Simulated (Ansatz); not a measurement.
# interstitial P in Ge: molecular dynamics, part 2 of 2

The plan is to see whether the interstitial stays in its void or moves on. The start is relaxed first. Runs: 90 steps of 2 fs under a Langevin thermostat at 900 K; 130 steps of 2 fs under a Langevin thermostat at 1260 K. The host cell (diamond) has 16 atoms; the extra atom is the last.

Ansatz 0.2.0; DFT PBEsol, plane waves, PAW, scalar-relativistic, no spin polarisation.

## (7) Snapshots as a file

Positions (Å) and forces (eV/Å):

```xyz
17
Lattice="0.000 5.660 5.660 5.660 0.000 5.660 5.660 5.660 0.000" Properties=species:S:1:pos:R:3:forces:R:3 pbc="T T T" time_fs=30.0 T=1134 dE=0.7027
Ge    0.229   -0.326   -0.278    0.917    0.740   -0.785
Ge    1.411    1.314    1.294   -0.800   -0.526   -0.505
Ge    2.538    3.023   -0.252    1.522   -0.984    0.000
Ge    4.488    4.303    1.255   -0.837   -0.982    1.144
Ge    2.528   -0.282    2.942    0.812   -0.092   -0.127
Ge    4.452    1.296    4.160   -1.032   -0.745    0.499
Ge    5.898    2.887    3.112    0.403    0.636   -0.860
Ge    6.681    4.573    4.665   -0.983    1.154   -0.004
Ge    0.079    2.777    2.692   -0.177   -0.253    0.448
Ge    1.804    4.060    3.911   -1.333   -0.608    0.505
Ge    2.957    5.646    2.684    0.913    0.622   -0.777
Ge    4.161    7.171    4.147    0.032    0.550    0.158
Ge    2.847    2.638    5.527    1.223    0.155    0.009
Ge    4.138    4.068    7.124   -0.612    0.406   -0.097
Ge    5.057    6.227    6.262   -0.195    0.035   -0.054
Ge    7.181    7.191    7.146   -0.629   -0.249    0.385
P     3.473    2.104    1.996    0.777    0.143    0.060
17
Lattice="0.000 5.660 5.660 5.660 0.000 5.660 5.660 5.660 0.000" Properties=species:S:1:pos:R:3:forces:R:3 pbc="T T T" time_fs=60.0 T=724 dE=1.0994
Ge    0.166   -0.407   -0.477    0.257    0.867    0.525
Ge    1.362    1.378    1.178   -0.566   -1.020   -0.669
Ge    2.506    3.018   -0.273    1.042   -0.837   -0.355
Ge    4.493    4.337    1.273    0.264    0.096    0.580
Ge    2.368   -0.178    2.830    1.196   -0.213   -0.336
Ge    4.329    1.181    4.100   -1.310   -0.910    0.217
Ge    5.833    2.791    3.268    0.999    0.631   -0.954
Ge    6.713    4.620    4.633   -1.267    1.029    0.147
Ge    0.184    2.771    2.691   -1.052    0.310    1.012
Ge    1.894    4.088    4.035   -0.900   -0.696   -0.733
Ge    2.996    5.687    2.676    0.330    0.264   -0.332
Ge    4.105    7.168    4.239    0.623    0.990   -1.153
Ge    2.905    2.572    5.537    0.444   -0.195    0.817
Ge    4.056    4.044    7.183    0.034    0.501    0.127
Ge    5.056    6.215    6.213   -0.613   -0.802    0.392
Ge    7.067    7.106    7.165    0.355    0.626    0.240
P     3.612    2.302    1.823    0.164   -0.642    0.476
17
Lattice="0.000 5.660 5.660 5.660 0.000 5.660 5.660 5.660 0.000" Properties=species:S:1:pos:R:3:forces:R:3 pbc="T T T" time_fs=90.0 T=1025 dE=1.0897
Ge    0.209   -0.469   -0.537   -1.064    1.559    1.344
Ge    1.351    1.353    1.111   -0.101   -0.485   -0.552
Ge    2.552    3.062   -0.372    0.554   -0.652    0.167
Ge    4.487    4.386    1.284    0.589   -0.447   -0.038
Ge    2.444   -0.139    2.813    0.294   -0.489    0.186
Ge    4.272    1.154    4.138   -0.241   -0.831   -0.325
Ge    5.844    2.812    3.308    0.523    0.100   -0.763
Ge    6.594    4.697    4.695    0.018    0.432   -0.639
Ge    0.253    2.802    2.704   -0.917   -0.126    0.328
Ge    1.874    4.077    4.062    1.196   -0.390   -1.624
Ge    3.112    5.815    2.625   -1.338   -0.510    0.016
Ge    4.192    7.229    4.165    0.712    0.967   -0.321
Ge    2.963    2.550    5.573   -0.786   -0.284    0.425
Ge    4.027    3.933    7.181    0.378    1.079    0.788
Ge    5.001    6.115    6.182   -0.732   -0.449    0.069
Ge    6.946    7.107    7.126    1.335    0.546    0.553
P     3.704    2.261    1.768   -0.420   -0.022    0.387
17
Lattice="0.000 5.660 5.660 5.660 0.000 5.660 5.660 5.660 0.000" Properties=species:S:1:pos:R:3:forces:R:3 pbc="T T T" time_fs=120.0 T=792 dE=1.6263
Ge    0.096   -0.478   -0.518    1.384    0.898   -1.153
Ge    1.463    1.299    0.870   -0.688   -0.390    0.825
Ge    2.487    3.093   -0.376    1.117    0.001   -0.220
Ge    4.629    4.368    1.252   -1.331   -1.082    1.890
Ge    2.538   -0.132    2.818   -0.722   -0.917   -0.472
Ge    4.129    1.140    4.177    0.923    0.053   -0.156
Ge    5.862    2.904    3.242   -0.280   -0.693   -0.436
Ge    6.488    4.754    4.603    0.631    0.547   -0.315
Ge    0.343    2.746    2.651   -0.197   -0.263   -0.105
Ge    2.037    4.074    4.024   -0.990    0.706   -1.401
Ge    3.126    5.906    2.627   -0.580   -1.172   -0.622
Ge    4.274    7.292    4.121    0.411    1.157    0.181
Ge    2.801    2.533    5.604    0.385   -0.069    0.186
Ge    4.012    3.800    7.214    0.630    1.190    0.625
Ge    4.950    6.104    6.163    0.152   -0.671    0.240
Ge    6.961    7.200    7.152    0.118   -0.706    0.485
P     3.821    2.041    1.823   -0.964    1.412    0.446
17
Lattice="0.000 5.660 5.660 5.660 0.000 5.660 5.660 5.660 0.000" Properties=species:S:1:pos:R:3:forces:R:3 pbc="T T T" time_fs=150.0 T=1131 dE=1.5454
Ge    0.153   -0.388   -0.523    0.233   -0.537   -0.108
Ge    1.339    1.270    0.741    0.726    0.373    1.120
Ge    2.524    3.190   -0.397    0.312    0.156    0.352
Ge    4.557    4.313    1.348   -0.609    0.259   -0.321
Ge    2.612   -0.197    2.764   -0.878   -0.163   -0.436
Ge    4.141    1.091    4.229    0.182   -0.097   -0.306
Ge    5.639    2.946    3.167    0.546   -1.692   -0.685
Ge    6.382    4.745    4.387    0.918    1.135    0.495
Ge    0.416    2.712    2.541   -0.704   -0.602    0.442
Ge    1.946    4.013    3.958   -0.316    0.583   -0.706
Ge    3.062    5.895    2.619    0.692   -1.399    0.589
Ge    4.183    7.380    4.167    0.851    0.203   -0.640
Ge    2.841    2.528    5.624    0.684    0.820    0.258
Ge    4.157    3.870    7.270   -0.144    0.449   -0.490
Ge    4.935    6.085    6.172    1.010   -0.154    0.084
Ge    7.116    7.189    7.237   -2.042   -0.045   -0.100
P     3.811    2.042    1.807   -1.462    0.711    0.451
17
Lattice="0.000 5.660 5.660 5.660 0.000 5.660 5.660 5.660 0.000" Properties=species:S:1:pos:R:3:forces:R:3 pbc="T T T" time_fs=180.0 T=1012 dE=2.1038
Ge    0.225   -0.271   -0.510   -0.763   -1.433   -0.479
Ge    1.277    1.283    0.793    1.918    0.575    0.939
Ge    2.498    3.227   -0.473   -0.140    0.050    0.734
Ge    4.541    4.326    1.395   -0.121    0.936   -0.817
Ge    2.699   -0.306    2.768   -1.419    0.031   -0.304
Ge    4.083    1.036    4.212    0.301    0.395    0.075
Ge    5.632    2.878    3.107    0.613   -0.881    0.301
Ge    6.393    4.754    4.386    0.410    0.616    0.024
Ge    0.497    2.823    2.402   -1.350   -1.678    0.133
Ge    1.804    3.990    3.804    1.326    1.271    1.491
Ge    3.002    5.864    2.646    0.476   -0.502    0.274
Ge    4.136    7.475    4.157    1.172   -0.602   -0.716
Ge    2.779    2.541    5.625    1.122    1.136   -0.695
Ge    4.214    3.796    7.323   -1.323    0.732   -1.269
Ge    4.903    6.129    6.248    0.595    0.330   -0.314
Ge    7.062    7.234    7.195   -1.602   -0.859    0.444
P     3.668    2.202    1.790   -1.217   -0.116    0.179
```

On run 1: Against a set 900 K the second half averages 964 K with a spread of 178 K (in equilibrium 17 atoms would scatter by about 178 K, over a far longer run). No atom gets farther than 0.53 Å from its start, with the drift of the whole removed, against a typical distance of 2.4 Å between sites at the start. The interstitial P17 strays up to 0.42 Å from where this run began and ends 0.24 Å from it (the host's drift taken out), so it has kept its site.

## (8) Run 2

130 steps of 2 fs under a Langevin thermostat at 1260 K, starting from the last frame of an earlier run, with new velocities.

input.yaml reads:

```yaml
accuracy: low
crystal:
  lattice:
    - [0.0, 5.66, 5.66]
    - [5.66, 0.0, 5.66]
    - [5.66, 5.66, 0.0]
  atoms:
    - { symbol: Ge, position: [-0.08892936, -0.00123696, 0.04102956] }
    - { symbol: Ge, position: [0.07059978, 0.06944161, 0.15615669] }
    - { symbol: Ge, position: [0.02268795, -0.10618671, 0.54746233] }
    - { symbol: Ge, position: [0.10427445, 0.14225599, 0.66004016] }
    - { symbol: Ge, position: [-0.02088558, 0.50992627, -0.03314038] }
    - { symbol: Ge, position: [0.1029623, 0.64126244, 0.0800749] }
    - { symbol: Ge, position: [0.03113447, 0.51778995, 0.47730432] }
    - { symbol: Ge, position: [0.24270469, 0.53221274, 0.5972356] }
    - { symbol: Ge, position: [0.4176595, 0.00675441, 0.08108381] }
    - { symbol: Ge, position: [0.52914675, 0.14300606, 0.17576065] }
    - { symbol: Ge, position: [0.48659993, -0.01915615, 0.54945522] }
    - { symbol: Ge, position: [0.66223233, 0.07224028, 0.65849291] }
    - { symbol: Ge, position: [0.47597403, 0.51791513, -0.02699774] }
    - { symbol: Ge, position: [0.60995338, 0.68376748, 0.0607872] }
    - { symbol: Ge, position: [0.6602426, 0.443612, 0.42265206] }
    - { symbol: Ge, position: [0.6507837, 0.62044049, 0.62721151] }
    - { symbol: P, position: [0.0286321, 0.28755063, 0.36043348] }
basis:
  ecutwfc: 420.0
kpoints:
  mp_grid: { grid: [2, 2, 2] }
hamiltonian:
  xc: pbesol
  pseudopotentials: { kind: paw, azcp: { folder: soft_1 } }
scf:
  occupations: { method: fermi_dirac, width: 0.1 }
  lower_state_search: "off"
md:
  timestep: 2
  n_steps: 130
  ensemble: nvt_langevin
  temperature: 1260.0
  initial_velocities: maxwell_boltzmann
  seed: 555319
  friction: 0.005
```

Launch:

```console
> ansatz run input.yaml --threads 2 --pin off --max-ram 5120MiB --backend cpu --events-out ev --progress --plain --runs-dir out
```

The program printed (excerpt; [...] marks lines left out):

```text
Warning: md: disabling space-group detection — thermal motion breaks the input geometry's symmetry, so no spatial operation reduces the k-mesh or symmetrises the density; time reversal is kept, so that k and −k are solved as one point where they differ and the mesh holds both, and exact [...]
Warning: <dir> the record states the generating functional pbe (its physics header spells it `PBE`), which answers neither for hamiltonian.xc's functional nor for the pbesol family's — results may be inconsistent (PPs are generated against a specific XC)
[...]
Warning: RAYON_NUM_THREADS=2 ignored (pool sized by the plan → 2); use --threads N
[...]
Pseudopotentials: kind: paw
[...]
md step     0: t =     0.00 fs  T =  1185.9 K  F+E_penalty+E_count = -68790.11670179 eV  E_kin = 2.605882 eV  (13 SCF iters)
[...]
md step     9: t =    18.00 fs  T =  1182.9 K  F+E_penalty+E_count = -68790.27065637 eV  E_kin = 2.599282 eV  (5 SCF iters)
[...]
md step    18: t =    36.00 fs  T =  1112.9 K  F+E_penalty+E_count = -68790.37788421 eV  E_kin = 2.445443 eV  (5 SCF iters)
[...]
md step    27: t =    54.00 fs  T =   984.1 K  F+E_penalty+E_count = -68789.78496135 eV  E_kin = 2.162487 eV  (5 SCF iters)
[...]
md step    34: t =    68.00 fs  T =   918.2 K  F+E_penalty+E_count = -68789.57351019 eV  E_kin = 2.017572 eV  (5 SCF iters)
md step    35: t =    70.00 fs  T =   897.7 K  F+E_penalty+E_count = -68789.58914560 eV  E_kin = 1.972690 eV  (4 SCF iters)
```

## (9) The output, continued: dynamics from the last frame of the run before

The log, continued (excerpt; [...] marks lines left out):

```text
md step    36: t =    72.00 fs  T =   979.2 K  F+E_penalty+E_count = -68789.60916313 eV  E_kin = 2.151619 eV  (5 SCF iters)
[...]
md step    59: t =   118.00 fs  T =  1230.9 K  F+E_penalty+E_count = -68789.26322625 eV  E_kin = 2.704870 eV  (5 SCF iters)
[...]
md step    82: t =   164.00 fs  T =  1482.9 K  F+E_penalty+E_count = -68789.55599667 eV  E_kin = 3.258530 eV  (4 SCF iters)
[...]
  atom   3  Ge     0.32809381     0.25952963    -0.80707958
  atom   4  Ge    -0.14133855    -0.14910974     0.37548685
  atom   5  Ge    -0.91205836     1.10913206     1.73969620
  atom   6  Ge     0.25755101    -0.65284031     0.34531077
  atom   7  Ge     0.55640780     0.71494135    -0.60634579
  atom   8  Ge    -0.06282532    -0.33367043    -0.14736238
[...]
--- MD trajectory: 130 steps, t = 0.0 → 260.0 fs ---
  final state: T = 1015.0 K   F+E_penalty+E_count = -68788.87400060 eV   E_kin = 2.230477 eV
```

It took 21 min on 2 threads of Intel Xeon Platinum 8259CL at 2.50GHz (Skylake/Cascade Lake), shared host; peak memory 1.3 GiB.

## (10) Frames and traces

The trajectory, every 10 steps (energies from step 0); msd is the mean square displacement from the start, the centre of mass held:

| time (fs) | T (K) | potential energy change (meV/atom) | msd P (Å²) | msd Ge (Å²) |
| --- | --- | --- | --- | --- |
| 0.0 | 1186 | 0.0 | 0.000 | 0.000 |
| 20.0 | 1206 | -12.2 | 0.002 | 0.016 |
| 40.0 | 1055 | -8.5 | 0.036 | 0.056 |
| 60.0 | 959 | 29.1 | 0.098 | 0.104 |
| 80.0 | 1047 | 23.5 | 0.110 | 0.143 |
| 100.0 | 1273 | 18.5 | 0.091 | 0.181 |
| 120.0 | 1236 | 54.7 | 0.157 | 0.212 |
| 140.0 | 1195 | 77.3 | 0.292 | 0.242 |
| 160.0 | 1453 | 37.0 | 0.350 | 0.267 |
| 180.0 | 1286 | 59.7 | 0.325 | 0.298 |
| 200.0 | 1249 | 67.6 | 0.365 | 0.341 |
| 220.0 | 1532 | 33.6 | 0.528 | 0.398 |
| 240.0 | 1482 | 50.7 | 1.062 | 0.472 |
| 260.0 | 1015 | 73.1 | 1.600 | 0.556 |

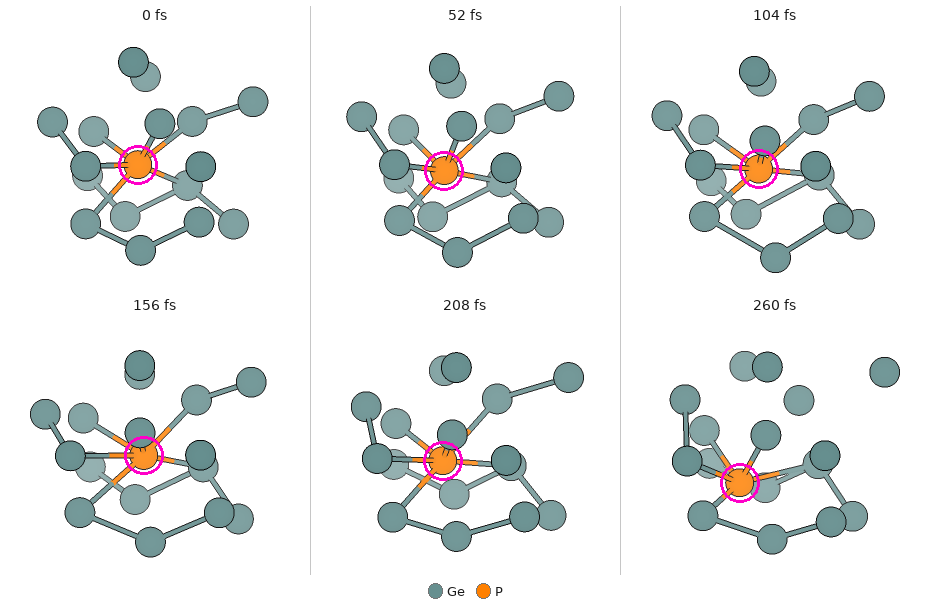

Six frames of the run, seen from a free direction. Each atom of the cell is drawn once, at one copy chosen for all pictures, so bonds across the cell's faces may be missing. Atoms are followed across the cell's faces. Sticks are the contacts of the first frame, kept unless stretched by 40 %.

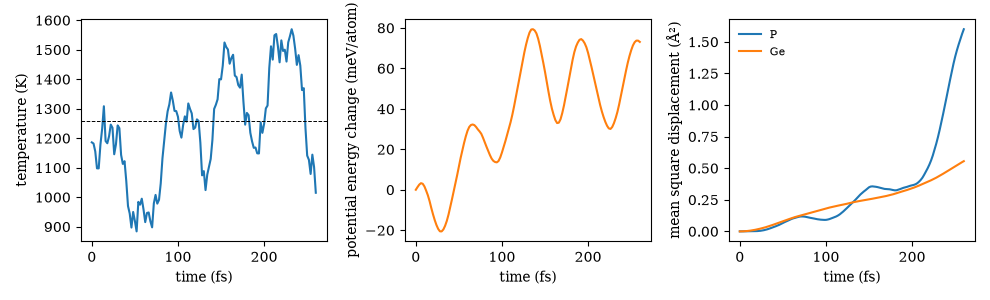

Traces against time; each panel has its own scale. The dashed line is the set temperature.

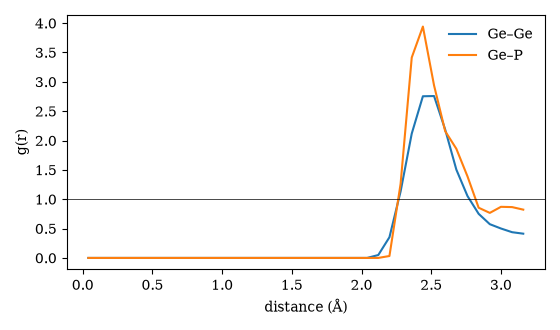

Pair distribution functions over the second half of the run, in bins of 0.08 Å, lightly smoothed, out to 3.3 Å.

First peaks of g(r) that rise above 1 (not always the tallest), and, where a minimum follows, the mean number of second-named atoms round a first-named one up to the next minimum:

```csv
pair,peak (Å),height,minimum (Å),neighbours
Ge–Ge,2.52,2.8,-,-
Ge–P,2.44,3.9,2.92,0.3
```

## (11) Frames from the trajectory

Positions (Å) and forces (eV/Å):

```xyz
17
Lattice="0.000 5.660 5.660 5.660 0.000 5.660 5.660 5.660 0.000" Properties=species:S:1:pos:R:3:forces:R:3 pbc="T T T" time_fs=44.0 T=945 dE=-0.0116
Ge    0.170   -0.555   -0.321    0.350    1.957   -1.170
Ge    1.406    1.286    0.905   -0.625    0.665   -0.763
Ge    2.494    3.350   -0.566    0.233   -0.459    0.173
Ge    4.428    4.246    1.175   -1.913   -0.540    1.759
Ge    2.582   -0.088    2.598    0.080   -0.574    0.859
Ge    4.177    1.131    4.278    0.394   -0.122   -0.194
Ge    5.708    2.827    3.015   -0.438    0.631    1.171
Ge    6.381    5.023    4.098   -0.220   -0.451    0.154
Ge    0.525    2.836    2.598   -0.714   -0.231    0.661
Ge    1.967    4.286    4.128    0.269   -0.896   -1.111
Ge    2.876    5.881    2.486    1.676   -0.336    0.937
Ge    4.325    7.382    4.149   -0.007   -0.206   -0.625
Ge    2.851    2.639    5.726    0.015   -0.084   -0.391
Ge    4.118    3.904    7.350    0.327   -0.329    0.333
Ge    5.050    5.917    6.337   -1.218    0.514   -1.493
Ge    6.834    7.151    7.122    1.391    0.459   -0.443
P     3.518    2.075    1.778    0.403    0.003    0.143
17
Lattice="0.000 5.660 5.660 5.660 0.000 5.660 5.660 5.660 0.000" Properties=species:S:1:pos:R:3:forces:R:3 pbc="T T T" time_fs=86.0 T=1249 dE=0.2920
Ge    0.012   -0.458   -0.338    0.290    0.121    0.221
Ge    1.500    1.352    0.779   -1.399    0.465   -0.098
Ge    2.508    3.287   -0.627   -0.259   -0.234   -0.874
Ge    3.991    4.137    1.161    1.116    0.228   -0.338
Ge    2.583   -0.032    2.673    1.054   -0.597    0.039
Ge    4.400    1.351    4.349   -0.875   -0.152    0.364
Ge    5.662    2.879    3.045    0.843    1.098   -0.237
Ge    6.409    5.251    3.986   -1.068   -1.121    0.870
Ge    0.497    2.744    2.946    0.658    0.519   -1.333
Ge    2.055    4.421    4.222   -0.827   -1.134    0.251
Ge    2.948    5.776    2.488    0.715    0.939    0.808
Ge    4.406    7.268    4.019   -1.450   -0.640    0.526
Ge    2.851    2.684    5.813   -0.371   -0.657   -1.165
Ge    4.073    3.887    7.382    1.133    0.126    1.305
Ge    4.999    5.804    6.147   -0.107    1.103   -0.528
Ge    6.885    7.057    7.140   -0.188    0.413   -0.209
P     3.493    1.970    1.849    0.737   -0.478    0.399
17
Lattice="0.000 5.660 5.660 5.660 0.000 5.660 5.660 5.660 0.000" Properties=species:S:1:pos:R:3:forces:R:3 pbc="T T T" time_fs=130.0 T=1089 dE=1.2765
Ge   -0.037   -0.356   -0.310   -0.768   -0.335    0.310
Ge    1.283    1.577    0.450   -0.296   -0.314    1.915
Ge    2.381    3.190   -0.846    0.525    0.458   -0.969
Ge    3.742    4.054    1.014    1.009    0.166    0.009
Ge    2.910   -0.227    2.822   -1.520    1.513    1.257
Ge    4.388    1.599    4.430    0.163   -0.275   -0.114
Ge    5.803    3.189    3.123   -0.187   -3.024   -1.817
Ge    6.364    5.100    4.055    1.477    2.361    0.463
Ge    0.592    2.635    3.045   -0.201   -0.177   -0.968
Ge    1.981    4.331    4.426   -0.482    1.339   -1.902
Ge    3.046    5.800    2.557   -0.883   -1.085    0.045
Ge    4.192    7.181    4.008    0.306    1.843   -0.063
Ge    2.687    2.641    5.758    1.086   -0.693    1.513
Ge    4.153    3.808    7.532    1.426   -1.427   -1.386
Ge    4.915    5.907    5.853    0.149   -0.504    2.319
Ge    6.902    7.005    7.164   -0.948    0.321    0.157
P     3.758    1.913    2.124   -0.857   -0.168   -0.771
17
Lattice="0.000 5.660 5.660 5.660 0.000 5.660 5.660 5.660 0.000" Properties=species:S:1:pos:R:3:forces:R:3 pbc="T T T" time_fs=174.0 T=1416 dE=0.7822
Ge   -0.177   -0.280   -0.027    0.414   -1.385   -0.652
Ge    0.982    1.706    0.463    0.943    0.672    0.314
Ge    2.300    3.203   -1.095   -0.313   -0.163    1.554
Ge    3.747    3.921    1.034   -0.066    0.138    0.133
Ge    3.119   -0.282    3.197    1.314    0.141   -0.799
Ge    4.362    1.629    4.494    0.370    0.237   -0.559
Ge    6.020    3.019    2.977   -0.896    0.609   -0.047
Ge    6.673    5.229    4.158   -1.719    0.645   -0.154
Ge    0.716    2.601    2.706   -0.063   -0.148    1.225
Ge    1.821    4.440    4.296   -1.048   -0.685    0.468
Ge    3.026    5.711    2.646   -0.388    0.321   -0.520
Ge    4.043    7.468    4.041    2.107   -1.240   -0.579
Ge    2.701    2.667    5.856   -0.348    0.498   -0.457
Ge    4.309    3.543    7.402   -0.007    1.264    0.100
Ge    4.956    5.924    6.006   -0.839   -0.385   -0.195
Ge    6.772    6.984    7.103    1.504   -0.301    0.396
P     3.865    1.766    2.069   -0.965   -0.220   -0.230
17
Lattice="0.000 5.660 5.660 5.660 0.000 5.660 5.660 5.660 0.000" Properties=species:S:1:pos:R:3:forces:R:3 pbc="T T T" time_fs=216.0 T=1512 dE=0.6575
Ge   -0.045   -0.418    0.161   -0.292   -0.122   -0.261
Ge    0.932    1.827    0.523    0.516   -0.585   -0.786
Ge    2.160    3.184   -1.097    0.106   -0.026    0.161
Ge    3.787    3.793    1.175    0.225    0.456   -0.096
Ge    3.501   -0.430    3.400   -0.479   -0.486   -0.171
Ge    4.363    1.623    4.374    0.510    0.570    0.273
Ge    6.018    2.724    2.833   -0.425    1.012    0.241
Ge    6.699    5.475    4.199    0.045    0.229   -0.356
Ge    0.788    2.657    2.679   -0.415   -0.124    1.961
Ge    1.585    4.490    4.197    0.037   -0.736    0.444
Ge    2.862    5.708    2.584    1.524    0.033    0.732
Ge    4.356    7.731    4.187    0.088   -0.974   -0.238
Ge    2.720    2.810    5.782   -1.065   -0.302   -1.312
Ge    4.317    3.544    7.289    0.764    1.094    0.866
Ge    4.799    5.814    6.112    0.238    0.088   -0.656
Ge    6.951    6.818    6.935   -0.335    0.164   -1.056
P     3.510    1.552    1.851   -1.042   -0.291    0.253
17
Lattice="0.000 5.660 5.660 5.660 0.000 5.660 5.660 5.660 0.000" Properties=species:S:1:pos:R:3:forces:R:3 pbc="T T T" time_fs=260.0 T=1015 dE=1.2427
Ge    0.071   -0.694    0.285   -0.503    0.766    0.554
Ge    0.951    1.849    0.490   -1.278   -0.615   -0.590
Ge    2.052    3.299   -1.122    0.328    0.260   -0.807
Ge    3.842    3.726    1.316   -0.141   -0.149    0.376
Ge    3.702   -0.514    3.401   -0.912    1.109    1.740
Ge    4.355    1.741    4.219    0.258   -0.653    0.345
Ge    5.969    2.535    2.664    0.556    0.715   -0.606
Ge    6.778    5.888    4.192   -0.063   -0.334   -0.147
Ge    0.764    2.651    2.876   -0.273   -1.124   -1.188
Ge    1.471    4.386    4.170    1.441    2.124   -0.463
Ge    3.065    5.936    2.761    0.198   -0.695    0.528
Ge    4.579    7.866    4.346   -1.478   -0.705    0.843
Ge    2.598    2.771    5.524    0.419   -0.181    1.233
Ge    4.334    3.764    7.382   -0.015   -2.036   -1.479
Ge    4.602    5.778    6.125    0.490    1.199   -0.997
Ge    7.067    6.554    6.710   -0.297    0.336    0.070
P     2.805    1.308    1.732    1.271   -0.017    0.591
```

Reading of run 2. Against a set 1260 K the second half averages 1339 K with a spread of 158 K (in equilibrium 17 atoms would scatter by about 250 K, over a far longer run). The atom that moves most swings out by 1.26 Å (the median distance to the nearest neighbour, bonds to H left out, is 2.33 Å), and none ends a neighbour distance from its start. The interstitial P17 strays up to 1.30 Å from where this run began and ends 1.30 Å from it (the host's drift taken out).

## (12) Outcome

This closing draws on all 2 parts.

| quantity | value |
| --- | --- |
| relaxation of the start | 11 moves, 0.853 eV lower |
| run 1: length | 90 steps of 2 fs |
| run 1: temperature, first and last step | 847 and 1012 K |
| run 1: temperature, second half | mean 964 K, from 608 to 1418 K |
| run 1: potential energy, second half | +93 meV/atom from this run's first step |
| run 1: mean square displacement, second half | P 0.087, Ge 0.079 Å² |
| run 2: length | 130 steps of 2 fs |
| run 2: temperature, first and last step | 1186 and 1015 K |
| run 2: temperature, second half | mean 1339 K, from 1015 to 1570 K |
| run 2: potential energy, second half | +56 meV/atom from this run's first step |
| run 2: mean square displacement, second half | P 0.573, Ge 0.353 Å² |

What this shows: Mean temperatures of the second halves: 964 K, 1339 K. In the last run: the interstitial P17 strays up to 1.30 Å from where this run began and ends 1.30 Å from it (the host's drift taken out). 260 fs on 17 atoms is far too short and small for converged averages. The cell holds an odd number of electrons and spin is off, so an unpaired electron is smeared over both spins. Accuracy level and mesh were kept low to afford the steps.
